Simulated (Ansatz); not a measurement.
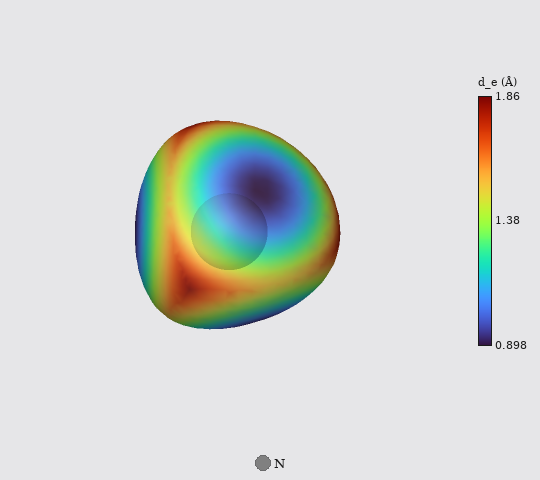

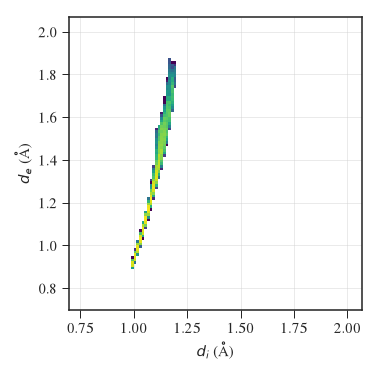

Hirshfeld surface computed for one N atom in AlN in space group P6_3mc, coloured by d_e. The second picture is its fingerprint plot, coloured by area on a logarithmic scale (dark little, yellow much).

The surface is where the fragment's share of the procrystal density (the sum of the densities of spherically averaged neutral Hartree-Fock atoms) equals one half. d_i and d_e are the distances from the surface to the nearest nucleus inside and outside.

Source of the atomic positions: coordinates from a relaxation with Ansatz 0.2.0, DFT, r2SCAN, plane waves, PAW; the starting structure was generated, so it need not be a known form of this composition.

```
CELL_PARAMETERS angstrom
3.10669 0.00000 0.00000
-1.55335 2.69048 0.00000
0.00000 0.00000 4.97859
ATOMIC_POSITIONS crystal
Al 0.33333 0.66667 0.99670
Al 0.66667 0.33333 0.49670
N 0.33333 0.66667 0.37830
N 0.66667 0.33333 0.87830
```

Question: What is the shortest distance from the fragment to an atom outside it?

Answer: N–Al, 1.89 Å.

Question: How is the surface shared among contacts (nearest atom inside ··· nearest atom outside)?

Answer: N···Al 100 %. The surface faces 4 neighbours with more than 2 % of its area each: 4 Al.

Question: Give the size and shape of the surface.

Answer: It encloses about 5.5 Å³, has an area of about 15 Å² and a globularity of 0.99 (1 for a sphere).

Question: Where does the fingerprint reach closest to the origin?

Answer: The smallest d_i + d_e is about 1.9 Å, which belongs to the shortest contact, N···Al at 1.89 Å; d_e runs from 0.90 to 1.86 Å.
